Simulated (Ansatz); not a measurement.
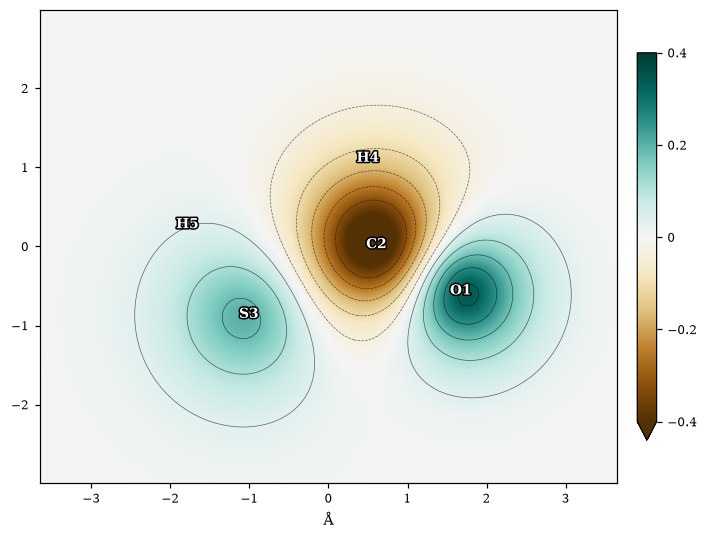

The picture shows: CH2OS. The LUMO on a plane 0.8 Å above the molecular plane (values in Å⁻³ᐟ²; the overall sign is arbitrary).

Computed with Ansatz, UKS PBE0-D4/6-31G.

The calculation's input:

```
crystal:
  periodic: [false, false, false]
  atoms:
    - { symbol: O, position_ang: [-0.465, -1.5438, 0.7305] }
    - { symbol: C, position_ang: [-0.3585, -0.4276, 0.1547] }
    - { symbol: S, position_ang: [1.1801, 0.3531, 0.0427] }
    - { symbol: H, position_ang: [-1.1166, 0.1234, -0.3239] }
    - { symbol: H, position_ang: [0.8098, 1.4213, -0.6453] }
magnetization:
  spin_polarized: true
basis:
  gaussian: { orbitals: "6-31G" }
hamiltonian:
  xc: pbe0
  dispersion: d4
relax:
  f_tol: 0.02
  max_steps: 40
output:
  orbitals: {}
```

Launched as:

```sh
ansatz run input.yaml --threads 1 --pin off --max-ram 2048MiB --backend cpu --events-out ev --progress --plain --runs-dir out
```

The fields are those of the relaxed geometry.

> Where does this orbital lie, and at what energy?

It lies mainly on C2 (about 45 %), O1 (about 35 %) and S3 (about 15 %); it changes sign across the molecular plane (π type); π-antibonding (a node) across O1–C2. Its energy is −1.22 eV.
